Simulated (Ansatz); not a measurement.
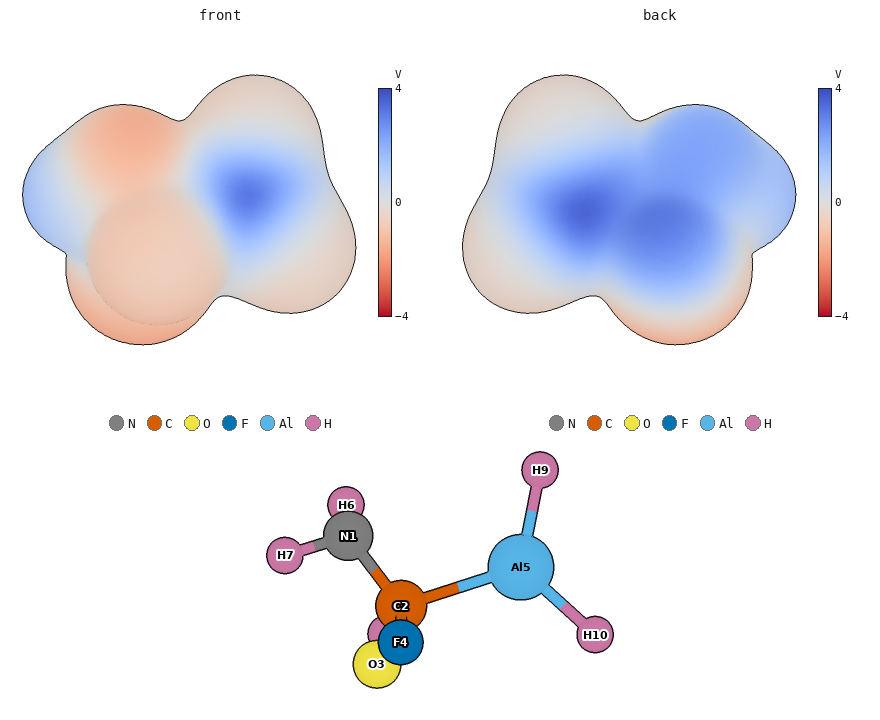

CH₅AlFNO (SMILES N[C](O)(F)[AlH2]). The molecular electrostatic potential painted on the density surface at 0.002 e/bohr³, seen from the front and from behind; the colour scale runs from red (negative) to blue (positive). The bare structure is drawn below in the same view.

Not at a stationary point (largest force 2.0 eV/Å).

These are results of SCF LDA, Gaussian basis (Ansatz), not measurements.

Input

```
crystal:
  periodic: [false, false, false]
  atoms:
    - { symbol: "N", position_ang: [-0.8297, 1.1036, 0.1212] }
    - { symbol: C, position_ang: [-0.3115, -0.1496, 0.477] }
    - { symbol: O, position_ang: [-1.1084, -1.1954, -0.066] }
    - { symbol: F, position_ang: [-0.2245, -0.2464, 1.8525] }
    - { symbol: Al, position_ang: [1.6056, -0.2745, -0.1556] }
    - { symbol: H, position_ang: [-0.9199, 1.2372, -0.9347] }
    - { symbol: H, position_ang: [-1.8376, 1.1831, 0.4601] }
    - { symbol: H, position_ang: [-1.0153, -1.0948, -1.0475] }
    - { symbol: H, position_ang: [2.2614, 0.9614, -0.9044] }
    - { symbol: H, position_ang: [2.4631, -1.5758, 0.2004] }
basis:
  gaussian:
    orbitals: def2-SVP
hamiltonian:
  xc: lda
output:
  orbitals: {}
  forces: true
```

Run with:

```sh
python ch5alfno.py
```

### Which sites attract a positive test charge, and which a negative one?

A positive charge is drawn to the negative regions and a negative charge to the positive ones. The most negative region (about −1.5 V) lies over N1 and O3, the most positive (about +3.4 V) over Al5.
